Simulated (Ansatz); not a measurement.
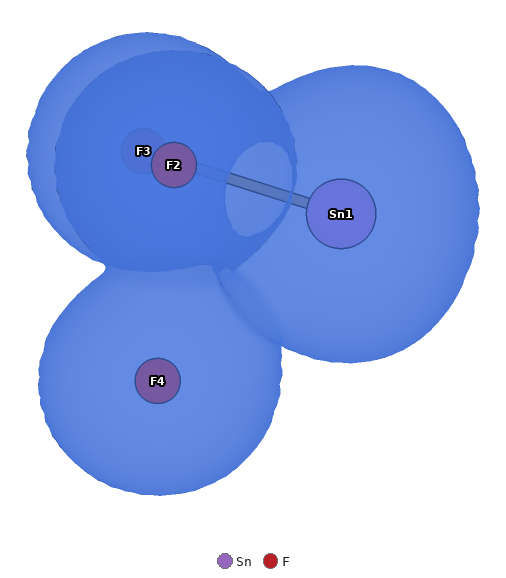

*FSn···F···F (charge −1, quintet). Isosurface of the electron density at 0.2 e/Å³ (blue), seen at an oblique angle.*

Geometry: PBE-D4/def2-TZVPD; core potentials replace the inner electrons of Sn; the highest occupied orbital lies above zero, a sign that basis and functional describe the outermost electron poorly.

The calculation used UKS PBE0-D4/def2-TZVPD (Ansatz 0.2.0).

What does this surface tell about the bonding?

At this value the surface is in one piece. It bridges the sampled Sn···F (2.43 Å) and Sn–F (2.03 Å) contacts, where the density stays above the isovalue. On the grid the lowest density along these lines, outside the cores, is 0.26 e/Å³ (Sn···F, 2.43 Å) and 0.63 e/Å³ (Sn–F, 2.03 Å).
